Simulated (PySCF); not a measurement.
**C₄H₇Ga: geometry, electronic excitations**

What electronic excitations should C₄H₇Ga (`C[C@@H]1C=[C]1[GaH2]`) show?

Programs: PySCF 2.14.0, with density-fitted response routines of our own. Each step states its level of theory. These are calculated values for one molecule in the gas phase, unless marked as measured. Atoms count from 0, in the outputs and in this text.

## 1. Starting geometry

12 atoms, charge 0, multiplicity 1; geometry from: GFN2-xTB. The atoms were then displaced at random by about 0.01 Å, so the start is not that level's minimum.

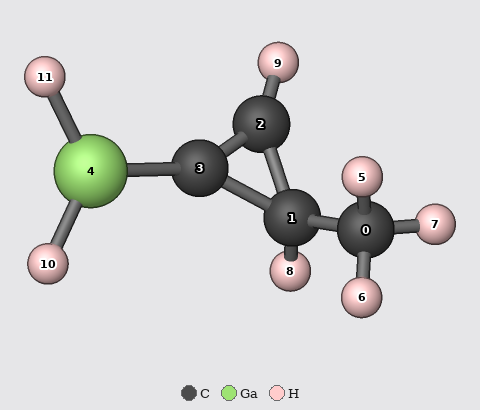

As it starts; carbon dark grey, gallium green, hydrogen pink, atoms numbered.

## 2. Optimising the geometry at PBE0-D3(BJ)/def2-SVP

Job settings and geometry (Å):

```
{"job": {"xc": "PBE0", "basis": "def2-SVP", "d3": "d3bj", "grid": 1, "shake": 0.01, "kind": "geom"}, "charge": 0, "multiplicity": 1}
C     -1.491000     0.761690    -0.504890
C     -0.864820    -0.518930    -0.100180
C     -0.339600    -0.687180     1.265390
C      0.639030    -0.517980     0.347600
Ga     2.474520    -0.178780    -0.164910
H     -1.008920     1.632370    -0.036550
H     -1.447100     0.912950    -1.589230
H     -2.545680     0.809570    -0.221180
H     -1.258930    -1.379940    -0.594710
H     -0.593820    -0.847250     2.300960
H      2.953970    -0.354480    -1.628760
H      3.522040     0.339680     0.917430
```

On the command line:

```sh
OMP_NUM_THREADS=1 python probes_run.py task.json out
```

One launch serves the whole session: the jobs run in the order shown.

What it wrote:

```text
step   0  E = -2080.58344139  max force = 0.043036
step   1  E = -2080.58806784  max force = 0.005718
step   2  E = -2080.58825223  max force = 0.003442
step   3  E = -2080.58840082  max force = 0.002980
step   4  E = -2080.58857420  max force = 0.004091
step   5  E = -2080.58869429  max force = 0.003331
step   6  E = -2080.58876556  max force = 0.002123
step   7  E = -2080.58881234  max force = 0.001645
step   8  E = -2080.58883868  max force = 0.001065
step   9  E = -2080.58885809  max force = 0.001015
step  10  E = -2080.58887153  max force = 0.000592
step  11  E = -2080.58887856  max force = 0.000569
step  12  E = -2080.58888158  max force = 0.000534
step  13  E = -2080.58888430  max force = 0.000557
step  14  E = -2080.58888854  max force = 0.000556
step  15  E = -2080.58889411  max force = 0.000786
step  16  E = -2080.58890070  max force = 0.000882
step  17  E = -2080.58890730  max force = 0.000655
step  18  E = -2080.58891062  max force = 0.000454
step  19  E = -2080.58891189  max force = 0.000251
optimisation converged
```

Run time: 2 min. Hardware: 1 thread of Arm Neoverse V2, shared host; peak memory 0.53 GiB.

Along the way:

```
step  energy from step 0 (eV)  largest force component (eV/Å)
   0                   0.0000                          2.2130
   1                  -0.1259                          0.2940
   2                  -0.1309                          0.1770
   3                  -0.1350                          0.1532
   4                  -0.1397                          0.2104
   5                  -0.1429                          0.1713
   6                  -0.1449                          0.1092
   7                  -0.1462                          0.0846
   8                  -0.1469                          0.0548
   9                  -0.1474                          0.0522
  10                  -0.1478                          0.0304
  11                  -0.1480                          0.0293
  12                  -0.1480                          0.0275
  13                  -0.1481                          0.0286
  14                  -0.1482                          0.0286
  15                  -0.1484                          0.0404
  16                  -0.1486                          0.0454
  17                  -0.1487                          0.0337
  18                  -0.1488                          0.0233
  19                  -0.1489                          0.0129
```

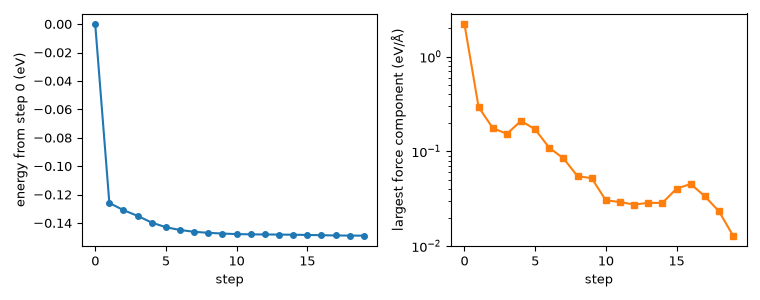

Energy and largest force along the relaxation.

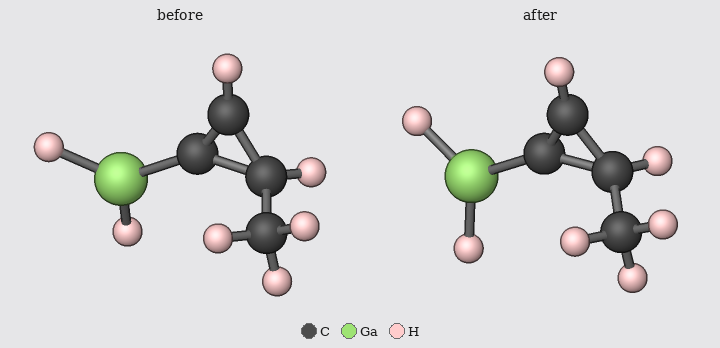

The geometry before (left) and after (right).

Close pairs (by a distance rule), those that changed most:

```
   bond  before (Å)  after (Å)  change (Å)
  C1–C3       1.569      1.528      -0.041
  C2–C3       1.352      1.313      -0.039
  C1–H8       1.068      1.103      +0.035
  C0–C1       1.482      1.511      +0.030
Ga4–H11       1.593      1.569      -0.024
Ga4–H10       1.550      1.568      +0.017
  C2–H9       1.078      1.089      +0.011
  C0–H7       1.093      1.103      +0.010
```

The final coordinates are the input of the step that follows.

```
                         at the end point                value
  point group (found at 0.08 Å tolerance)                   C1
rotational constants (GHz, main isotopes)  8.702, 1.481, 1.325
                        dipole moment (D)                 0.62
```

## 3. Excited states and response: PBE0/aug-cc-pVDZ

Job settings and geometry (Å):

```
{"job": {"kind": "uv", "xc": "PBE0", "basis": "aug-cc-pVDZ"}, "charge": 0, "multiplicity": 1}
C     -1.566615     0.719057    -0.563400
C     -0.831683    -0.482800    -0.015956
C     -0.228934    -0.497092     1.335550
C      0.647979    -0.424810     0.360664
Ga     2.489810    -0.223777    -0.188065
H     -1.160772     1.653397    -0.145044
H     -1.477875     0.772587    -1.661076
H     -2.641838     0.678579    -0.321488
H     -1.203273    -1.438724    -0.421720
H     -0.415864    -0.490091     2.408664
H      2.807486     0.245220    -1.649673
H      3.621198    -0.538312     0.852277
```

With the program's defaults for keys left out, this is: TDDFT PBE0/aug-cc-pVDZ, vertical, gas phase, core orbitals frozen in the response.

What it wrote:

```text
coarse grid: 45440 points
cycle   1  E = -2080.8746818277  dE =  5.860e-02  |g| = 3.995e-01  |ddm| = 9.297e+00
cycle   2  E = -2080.8568610679  dE =  1.782e-02  |g| = 4.691e-01  |ddm| = 3.694e+00
cycle   3  E = -2080.9188737050  dE = -6.201e-02  |g| = 5.506e-02  |ddm| = 1.706e+00
cycle   4  E = -2080.9195887888  dE = -7.151e-04  |g| = 2.207e-02  |ddm| = 2.364e-01
cycle   5  E = -2080.9196811058  dE = -9.232e-05  |g| = 1.107e-02  |ddm| = 6.789e-02
cycle   6  E = -2080.9197124190  dE = -3.131e-05  |g| = 2.563e-03  |ddm| = 2.760e-02
cycle   7  E = -2080.9197139927  dE = -1.574e-06  |g| = 4.986e-04  |ddm| = 7.289e-03
final grid: 95728 points
cycle   8  E = -2080.9197607222  dE =  7.460e-09  |g| = 6.214e-04  |ddm| = 1.538e-02
cycle   9  E = -2080.9197605764  dE =  1.458e-07  |g| = 9.716e-04  |ddm| = 4.325e-03
cycle  10  E = -2080.9197608175  dE = -2.411e-07  |g| = 1.601e-04  |ddm| = 2.384e-03
cycle  11  E = -2080.9197608238  dE = -6.313e-09  |g| = 1.974e-05  |ddm| = 3.776e-04
cycle  12  E = -2080.9197608239  dE = -1.137e-10  |g| = 3.024e-06  |ddm| = 6.673e-05
converged SCF energy = -2080.9197608239

Static polarisability (au): isotropic 79.669, principal 58.820 78.062 102.125

Singlet excitations
state   eV       nm        f      main configurations
  1   4.0298    307.7   0.00098   H-1->L 0.95
  2   4.4233    280.3   0.11675   H->L 0.94
  3   4.9499    250.5   0.00400   H-2->L 0.98
  4   5.8165    213.2   0.00190   H-3->L 0.92
  5   6.2151    199.5   0.00670   H-1->L+2 0.79
  6   6.3859    194.2   0.02854   H->L+1 0.86
  7   6.4735    191.5   0.04464   H->L+2 0.77
  8   6.5561    189.1   0.00854   H-1->L+1 0.87
  9   6.7667    183.2   0.00934   H->L+3 0.87
 10   6.8954    179.8   0.01671   H->L+4 0.70, H->L+7 0.10, H->L+5 0.09

Triplet excitations (Tamm-Dancoff, eV): 3.1885 3.7384 4.5387 5.3521
```

Run time: 29 s. Hardware: 1 thread of Arm Neoverse V2, shared host; peak memory 0.84 GiB.

Frontier orbitals and where they lie:

```
orbital     eV                         atoms
 HOMO−3  -9.26    C3 27 %, C2 14 %, H11 13 %
 HOMO−2  -8.37  Ga4 30 %, H10 29 %, H11 15 %
 HOMO−1  -7.39     C1 28 %, C3 23 %, C2 17 %
   HOMO  -7.23     C3 30 %, C2 28 %, C1 18 %
   LUMO  -1.98    Ga4 53 %, C3 18 %, C2 13 %
 LUMO+1   0.09    H9 16 %, Ga4 14 %, H5 13 %
 LUMO+2   0.18    Ga4 36 %, C2 23 %, C3 18 %
```

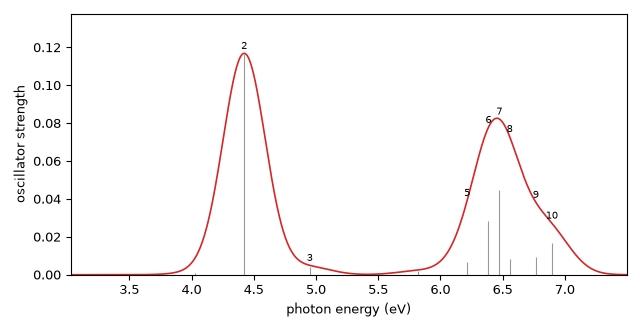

Absorption spectrum from the 10 singlet states computed; above the last one it falls off for lack of states. Lines are broadened to a width of 0.40 eV (Gaussian).

Further results of this job:

```
           property  computed
  dipole moment (D)      0.56
polarisability (Å³)     11.81
 HOMO–LUMO gap (eV)      5.25
      −ε(HOMO) (eV)      7.23
```

## 4. TDDFT and polarisability: PBE0/def2-TZVPD

Same as in step 3 but for these lines:

```diff
@@ -1,2 +1,2 @@
-{"job": {"kind": "uv", "xc": "PBE0", "basis": "aug-cc-pVDZ"}, "charge": 0, "multiplicity": 1}
+{"job": {"kind": "uv", "xc": "PBE0", "basis": "def2-TZVPD"}, "charge": 0, "multiplicity": 1}
 C     -1.566615     0.719057    -0.563400
```

Method: TDDFT PBE0/def2-TZVPD, vertical, gas phase, core orbitals frozen in the response.

What it wrote:

```text
coarse grid: 45440 points
cycle   1  E = -2080.9130903357  dE =  4.198e-02  |g| = 7.974e-01  |ddm| = 4.282e+00
cycle   2  E = -2080.8507342124  dE =  6.236e-02  |g| = 1.079e+00  |ddm| = 2.833e+00
cycle   3  E = -2080.9915992855  dE = -1.409e-01  |g| = 4.548e-02  |ddm| = 1.628e+00
cycle   4  E = -2080.9918993092  dE = -3.000e-04  |g| = 3.196e-02  |ddm| = 1.220e-01
cycle   5  E = -2080.9921389716  dE = -2.397e-04  |g| = 6.842e-03  |ddm| = 4.453e-02
cycle   6  E = -2080.9921470625  dE = -8.091e-06  |g| = 3.581e-03  |ddm| = 1.183e-02
cycle   7  E = -2080.9921503413  dE = -3.279e-06  |g| = 5.467e-04  |ddm| = 5.831e-03
final grid: 95728 points
cycle   8  E = -2080.9921524723  dE =  8.515e-08  |g| = 8.815e-04  |ddm| = 2.572e-02
cycle   9  E = -2080.9921520026  dE =  4.698e-07  |g| = 1.644e-03  |ddm| = 3.547e-03
cycle  10  E = -2080.9921526513  dE = -6.487e-07  |g| = 1.370e-04  |ddm| = 2.088e-03
cycle  11  E = -2080.9921526559  dE = -4.589e-09  |g| = 1.747e-05  |ddm| = 1.852e-04
cycle  12  E = -2080.9921526559  dE = -7.094e-11  |g| = 2.838e-06  |ddm| = 2.856e-05
converged SCF energy = -2080.9921526559

Static polarisability (au): isotropic 79.459, principal 58.707 77.818 101.853

Singlet excitations
state   eV       nm        f      main configurations
  1   4.0440    306.6   0.00101   H-1->L 0.95
  2   4.4517    278.5   0.11677   H->L 0.94
  3   4.9698    249.5   0.00407   H-2->L 0.98
  4   5.8332    212.5   0.00186   H-3->L 0.93
  5   6.2885    197.2   0.00636   H-1->L+2 0.61, H-1->L+1 0.29
  6   6.6400    186.7   0.03685   H->L+2 0.53, H->L+1 0.36
  7   6.6682    185.9   0.02885   H->L+1 0.54, H->L+2 0.36
  8   6.8183    181.8   0.02056   H-1->L+1 0.64, H-1->L+2 0.26
  9   7.0178    176.7   0.00514   H->L+3 0.48, H-4->L 0.26, H->L+4 0.15
 10   7.1685    173.0   0.01609   H-4->L 0.58, H->L+3 0.23

Triplet excitations (Tamm-Dancoff, eV): 3.1980 3.7470 4.5637 5.3885
```

It took 49 s on 1 thread of Arm Neoverse V2, shared host; peak memory 0.97 GiB.

This run: HOMO -7.25 eV, LUMO -1.96 eV; lowest singlet 4.04 eV.

## 5. Run by run: electronic excitations

Excitations and ground-state properties, with basis size and wall time:

```
             run  lowest singlet (eV)  brightest (eV)      f  gap (eV)  α (Å³)  μ (D)  functions  time
PBE0/aug-cc-pVDZ                 4.03            4.42  0.117      5.25   11.81   0.56        191  29 s
 PBE0/def2-TZVPD                 4.04            4.45  0.117      5.29   11.77   0.55        265  49 s
```

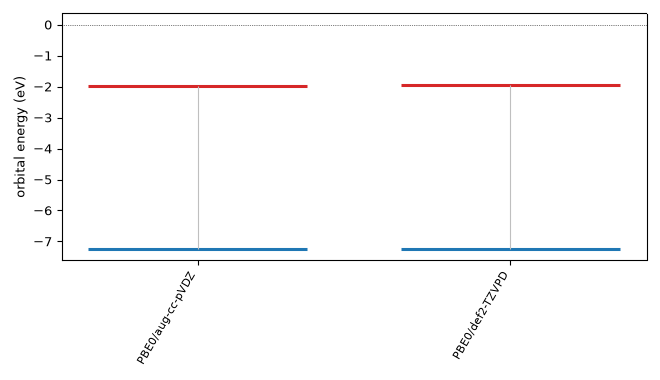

HOMO (blue) and LUMO (red) run by run.

## 6. Outcome

```
                                quantity                        value
                             point group                           C1
    rotational constants (main isotopes)         8.70, 1.48, 1.32 GHz
       lowest singlet (PBE0/aug-cc-pVDZ)  4.03 eV (308 nm), f = 0.001
brightest single state of those computed  state 2, 4.42 eV, f = 0.117
                          lowest triplet                      3.19 eV
             range of the lowest singlet              4.03 to 4.04 eV
```

**Reading.** The start of the PBE0/def2-SVP relaxation was shaken at random by about 0.01 Å, so part of the energy gained, and of the first lengths quoted, undoes that. The optimisation took 19 steps and gained 0.149 eV; among the close pairs (by a distance rule), C1–C3 changed most, from 1.569 to 1.528 Å. The first singlet state (HOMO−1→LUMO 0.95) lies at 4.03 eV and is dark; of the 10 states computed, the strongest absorption comes from state 2 at 4.42 eV. The lowest triplet lies 0.84 eV below the lowest singlet (triplets in Tamm-Dancoff, singlets in full TDDFT). The lowest singlet runs from 4.03 eV (PBE0/aug-cc-pVDZ) to 4.04 eV (PBE0/def2-TZVPD), while the orbital gap spans 5.25 to 5.29 eV. The lowest state need not be the same one in every run.
